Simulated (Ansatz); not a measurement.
**One shape, several levels: C2H7BOS (SMILES CCB(O)S)**

We compute a comparison of 4 runs (HF/3-21G, HF/def2-SVP, B3LYP/cc-pVDZ, MP2/aug-cc-pVDZ) of C2H7BOS. 

Program for the calculation: Ansatz 0.2.0.

3 further runs of the same task are left out: 3 set aside as unsound or not needed.

### 1 Starting point

The species is C2H7BOS (12 atoms), meant as a singlet with charge 0. As SMILES, `CCB(O)S`. The shape is that of a PBE0-D4/def2-TZVP optimisation. This is one conformer, not always the lowest.

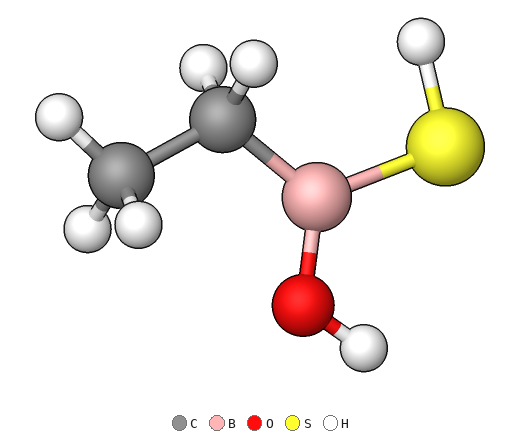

The structure, seen from a chosen angle (carbon grey, boron pink, oxygen red, sulfur yellow, hydrogen white).

### 2 Energy and forces at HF/3-21G (run 1)

Input file molecule.yaml:

```yaml
crystal:
  periodic: [false, false, false]
  atoms:
    - symbol: C
      position_ang: [-0.949500, -0.441700, 1.266800]
    - symbol: C
      position_ang: [0.093600, 0.403500, 0.546100]
    - symbol: B
      position_ang: [0.410800, -0.041100, -0.925700]
    - symbol: O
      position_ang: [-0.234300, -1.114900, -1.451500]
    - symbol: S
      position_ang: [1.627200, 0.838400, -1.970800]
    - symbol: H
      position_ang: [-1.904900, -0.426300, 0.738400]
    - symbol: H
      position_ang: [-1.123200, -0.081600, 2.283600]
    - symbol: H
      position_ang: [-0.637300, -1.486100, 1.330300]
    - symbol: H
      position_ang: [-0.217600, 1.455800, 0.524900]
    - symbol: H
      position_ang: [1.035100, 0.408700, 1.110300]
    - symbol: H
      position_ang: [0.006000, -1.333400, -2.355300]
    - symbol: H
      position_ang: [1.970900, 1.763800, -1.063200]
basis:
  gaussian:
    orbitals: 3-21G.json
hamiltonian:
  xc: hf
accuracy: high
output: {forces: true, orbitals: {seedname: orbitals}}
```

The basis set 3-21G is read from a file made from the Basis Set Exchange's data (not shown).

Started as:

```
$ ansatz run molecule.yaml --threads 1 --pin off --max-ram 2610MiB --events-out events.jsonl --progress --plain --runs-dir runs
```

Output:

```text
Warning: RAYON_NUM_THREADS=1 ignored (pool sized by the plan → 1); use --threads N
Functional definition: HF
  name "HF"
  exchange = exact_x
  correlation = 0
1520 factors; integrals over basis functions are off by at most 1.0e-8 eV
mean field evaluation 1: about -15616.7645 eV, gradient 3.3e1 eV
mean field evaluation 2: about -15617.1369 eV, gradient 3.4e1 eV
mean field evaluation 4: about -15619.8025 eV, gradient 3.2e0 eV
mean field evaluation 8: about -15619.8349 eV, gradient 1.5e-1 eV
mean field evaluation 16: about -15619.8351 eV, gradient 2.3e-8 eV
mean field -15619.83506208 eV, -574.0183510268 hartree, gradient 2.3e-8 eV, S^2 0.000000; 0 other end points of the search recorded, 0 dependent functions left out
the calculation of the forces begins
reference -15619.83506208 eV, -574.0183510268 hartree; 24, 24 occupied and 39, 39 virtual orbitals, 1520 factors
Total energy: -15619.83506208 eV, -574.0183510268 hartree
Atom 0 at    -0.949500    -0.441700     1.266800 Å, force    -0.635223    -0.569628     0.344239 eV/Å
Atom 1 at     0.093600     0.403500     0.546100 Å, force     0.666719     0.738225    -0.104632 eV/Å
Atom 2 at     0.410800    -0.041100    -0.925700 Å, force    -0.562135    -0.137161     0.957203 eV/Å
Atom 3 at    -0.234300    -1.114900    -1.451500 Å, force    -0.055752    -0.272054    -0.363402 eV/Å
Atom 4 at     1.627200     0.838400    -1.970800 Å, force     0.492695     0.443350    -0.267518 eV/Å
Atom 5 at    -1.904900    -0.426300     0.738400 Å, force     0.274326     0.022732     0.122762 eV/Å
Atom 6 at    -1.123200    -0.081600     2.283600 Å, force     0.088154    -0.049994    -0.279444 eV/Å
Atom 7 at    -0.637300    -1.486100     1.330300 Å, force    -0.051882     0.296769    -0.030271 eV/Å
Atom 8 at    -0.217600     1.455800     0.524900 Å, force    -0.021909    -0.211396     0.077128 eV/Å
Atom 9 at     1.035100     0.408700     1.110300 Å, force    -0.220976    -0.044616    -0.016124 eV/Å
Atom 10 at     0.006000    -1.333400    -2.355300 Å, force    -0.255891    -0.499216    -0.338706 eV/Å
Atom 11 at     1.970900     1.763800    -1.063200 Å, force     0.281875     0.282992    -0.101234 eV/Å
Dipole moment:    -0.012257     0.040422     0.098738 e Å
```

Wall time 2.9 s (1 thread of Intel Xeon Platinum 8259CL at 2.50GHz (Skylake/Cascade Lake), shared host); peak memory 0.3 GiB.

### 3 Energy and gradient at HF/def2-SVP (run 2)

Input file input.yaml:

```yaml
crystal:
  periodic: [false, false, false]
  atoms:
    - {symbol: C, position_ang: [-0.949500, -0.441700, 1.266800]}
    - {symbol: C, position_ang: [0.093600, 0.403500, 0.546100]}
    - {symbol: B, position_ang: [0.410800, -0.041100, -0.925700]}
    - {symbol: O, position_ang: [-0.234300, -1.114900, -1.451500]}
    - {symbol: S, position_ang: [1.627200, 0.838400, -1.970800]}
    - {symbol: H, position_ang: [-1.904900, -0.426300, 0.738400]}
    - {symbol: H, position_ang: [-1.123200, -0.081600, 2.283600]}
    - {symbol: H, position_ang: [-0.637300, -1.486100, 1.330300]}
    - {symbol: H, position_ang: [-0.217600, 1.455800, 0.524900]}
    - {symbol: H, position_ang: [1.035100, 0.408700, 1.110300]}
    - {symbol: H, position_ang: [0.006000, -1.333400, -2.355300]}
    - {symbol: H, position_ang: [1.970900, 1.763800, -1.063200]}
basis:
  gaussian:
    orbitals: def2-SVP
hamiltonian:
  xc: hf
accuracy: high
output: {forces: true, orbitals: {seedname: orbitals}}
```

Started as:

```
$ ansatz run input.yaml --threads 1 --pin off --max-ram 2610MiB --events-out events.jsonl --progress --plain --runs-dir runs
```

Output:

```text
Warning: RAYON_NUM_THREADS=1 ignored (pool sized by the plan → 1); use --threads N
Functional definition: HF
  name "HF"
  exchange = exact_x
  correlation = 0
2629 factors; integrals over basis functions are off by at most 1.2e-8 eV
mean field evaluation 1: about -15689.8279 eV, gradient 3.8e1 eV
mean field evaluation 2: about -15689.9396 eV, gradient 3.8e1 eV
mean field evaluation 4: about -15693.5417 eV, gradient 4.0e0 eV
mean field evaluation 8: about -15693.5992 eV, gradient 2.9e-4 eV
mean field -15693.59921773 eV, -576.7291337481 hartree, gradient 7.4e-8 eV, S^2 0.000000; 0 other end points of the search recorded, 0 dependent functions left out
the calculation of the forces begins
reference -15693.59921773 eV, -576.7291337481 hartree; 24, 24 occupied and 85, 85 virtual orbitals, 2629 factors
Total energy: -15693.59921773 eV, -576.7291337481 hartree
Atom 0 at    -0.949500    -0.441700     1.266800 Å, force    -0.134130    -0.110631     0.092740 eV/Å
Atom 1 at     0.093600     0.403500     0.546100 Å, force     0.066905     0.248620     0.303931 eV/Å
Atom 2 at     0.410800    -0.041100    -0.925700 Å, force    -0.366519    -0.620159    -0.319398 eV/Å
Atom 3 at    -0.234300    -1.114900    -1.451500 Å, force     0.487796     0.133773    -0.807634 eV/Å
Atom 4 at     1.627200     0.838400    -1.970800 Å, force     0.232596     0.337055     0.100898 eV/Å
Atom 5 at    -1.904900    -0.426300     0.738400 Å, force     0.021729     0.005037     0.026290 eV/Å
Atom 6 at    -1.123200    -0.081600     2.283600 Å, force     0.005786    -0.006347    -0.024930 eV/Å
Atom 7 at    -0.637300    -1.486100     1.330300 Å, force    -0.009452     0.032407     0.011373 eV/Å
Atom 8 at    -0.217600     1.455800     0.524900 Å, force    -0.009831    -0.040064    -0.001865 eV/Å
Atom 9 at     1.035100     0.408700     1.110300 Å, force    -0.033842    -0.019940    -0.013354 eV/Å
Atom 10 at     0.006000    -1.333400    -2.355300 Å, force    -0.285272     0.144125     0.868136 eV/Å
Atom 11 at     1.970900     1.763800    -1.063200 Å, force     0.024233    -0.103875    -0.236188 eV/Å
Dipole moment:     0.049401     0.067093     0.013834 e Å
```

Wall time 9.6 s (1 thread of Intel Xeon Platinum 8259CL at 2.50GHz (Skylake/Cascade Lake), shared host); peak memory 0.39 GiB.

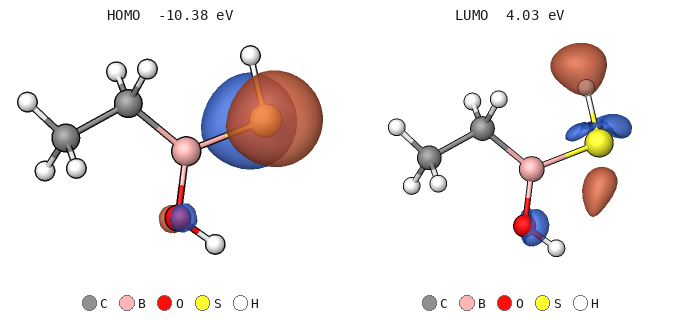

Frontier orbitals of this run, surfaces at ±0.2 Å^-3/2.

Run 3 isn't shown in full; the table further down has it.

### 4 Energy and gradient at MP2/aug-cc-pVDZ (run 4)

Input file job.yaml:

```yaml
crystal:
  periodic: [false, false, false]
  atoms:
    - {symbol: C, position_ang: [-0.949500, -0.441700, 1.266800]}
    - {symbol: C, position_ang: [0.093600, 0.403500, 0.546100]}
    - {symbol: B, position_ang: [0.410800, -0.041100, -0.925700]}
    - {symbol: O, position_ang: [-0.234300, -1.114900, -1.451500]}
    - {symbol: S, position_ang: [1.627200, 0.838400, -1.970800]}
    - {symbol: H, position_ang: [-1.904900, -0.426300, 0.738400]}
    - {symbol: H, position_ang: [-1.123200, -0.081600, 2.283600]}
    - {symbol: H, position_ang: [-0.637300, -1.486100, 1.330300]}
    - {symbol: H, position_ang: [-0.217600, 1.455800, 0.524900]}
    - {symbol: H, position_ang: [1.035100, 0.408700, 1.110300]}
    - {symbol: H, position_ang: [0.006000, -1.333400, -2.355300]}
    - {symbol: H, position_ang: [1.970900, 1.763800, -1.063200]}
basis:
  gaussian:
    orbitals: aug-cc-pVDZ
correlation:
  method: mp2
  frozen_orbitals: {B: 1, C: 1, H: 0, O: 1, S: 5}
accuracy: high
output: {forces: true, orbitals: {seedname: orbitals}}
```

Started as:

```
$ ansatz run job.yaml --threads 1 --pin off --max-ram 2610MiB --events-out events.jsonl --progress --plain --runs-dir runs
```

Output:

```text
Warning: RAYON_NUM_THREADS=1 ignored (pool sized by the plan → 1); use --threads N
Functional definition: HF
  name "HF"
  exchange = exact_x
  correlation = 0
3600 factors; integrals over basis functions are off by at most 3.7e-9 eV
mean field evaluation 1: about -15696.1425 eV, gradient 4.6e1 eV
mean field evaluation 2: about -15696.1438 eV, gradient 4.6e1 eV
mean field evaluation 4: about -15701.2269 eV, gradient 4.5e0 eV
mean field evaluation 8: about -15701.3016 eV, gradient 4.6e-4 eV
mean field -15701.30163507 eV, -577.0121923643 hartree, gradient 1.9e-8 eV, S^2 0.000000; 0 other end points of the search recorded, 0 dependent functions left out
9 core orbitals not correlated: weight in the atoms' cores, before any rotation towards them, 1.000 or more for the frozen orbitals, at most 0.000 for the correlated occupied ones
reference -15701.30163507 eV, -577.0121923643 hartree; 15, 15 occupied and 158, 158 virtual orbitals, 3600 factors
second order -19.84427658 eV of doubles, -0.00000000 eV of singles
the calculation of the forces begins
Total energy: -15721.14591165 eV, -577.7414560778 hartree
Atom 0 at    -0.949500    -0.441700     1.266800 Å, force    -0.073579    -0.061237     0.051022 eV/Å
Atom 1 at     0.093600     0.403500     0.546100 Å, force     0.052144     0.042776    -0.032580 eV/Å
Atom 2 at     0.410800    -0.041100    -0.925700 Å, force     0.279972     0.450698     0.198382 eV/Å
Atom 3 at    -0.234300    -1.114900    -1.451500 Å, force    -0.574972    -0.664091     0.052498 eV/Å
Atom 4 at     1.627200     0.838400    -1.970800 Å, force     0.210113     0.047473    -0.365461 eV/Å
Atom 5 at    -1.904900    -0.426300     0.738400 Å, force    -0.279523     0.017392    -0.161100 eV/Å
Atom 6 at    -1.123200    -0.081600     2.283600 Å, force    -0.047276     0.101933     0.282953 eV/Å
Atom 7 at    -0.637300    -1.486100     1.330300 Å, force     0.105721    -0.303743     0.018448 eV/Å
Atom 8 at    -0.217600     1.455800     0.524900 Å, force    -0.092686     0.282875    -0.017277 eV/Å
Atom 9 at     1.035100     0.408700     1.110300 Å, force     0.258569    -0.010973     0.147127 eV/Å
Atom 10 at     0.006000    -1.333400    -2.355300 Å, force     0.102158    -0.061176    -0.327828 eV/Å
Atom 11 at     1.970900     1.763800    -1.063200 Å, force     0.059360     0.158073     0.153817 eV/Å
Dipole moment:     0.025936     0.042295     0.019940 e Å
```

Run time: 62 s. Hardware: 1 thread of Intel Xeon Platinum 8259CL at 2.50GHz (Skylake/Cascade Lake), shared host; peak memory 1.1 GiB.

### 5 Overview of the runs

| run | level | frozen core orbitals | energy (Eh) | dipole moment (D) | HOMO energy (eV) | LUMO energy (eV) | wall time |
| --- | --- | --- | --- | --- | --- | --- | --- |
| 1 | HF/3-21G | – | -574.018351 | 0.52 | -10.62 | 4.64 | 2.9 s |
| 2 | HF/def2-SVP | – | -576.729134 | 0.41 | -10.38 | 4.03 | 9.6 s |
| 3 | B3LYP/cc-pVDZ | – | -578.813230 | 0.17 | -7.15 | 0.37 | 20 s |
| 4 | MP2/aug-cc-pVDZ | 9 | -577.741456 | 0.26 | -10.45 | 0.84 | 62 s |

### 6 Outcome

| quantity | value |
| --- | --- |
| run 4: total energy | -577.74146 Eh |
| run 4: dipole moment (correlated density) | 0.26 D |
| run 4: HOMO energy (Hartree–Fock orbitals) | -10.45 eV |
| run 4: LUMO energy (Hartree–Fock orbitals) | 0.84 eV |
| run 4: HOMO–LUMO gap (Hartree–Fock orbitals) | 11.29 eV |
| run 4: correlation energy (9 core orbitals frozen) | -729.3 mEh |
| run 4: largest force on an atom | 0.880 eV/Å |

In words: The dipole moment (its size) runs from 0.17 D (B3LYP/cc-pVDZ) to 0.52 D (HF/3-21G). The two ends differ in method and basis. Over runs 1, 2, 3 the HOMO–LUMO gap runs from 7.52 eV (B3LYP/cc-pVDZ) to 15.27 eV (HF/3-21G). All runs together took 94 s, the longest 62 s.
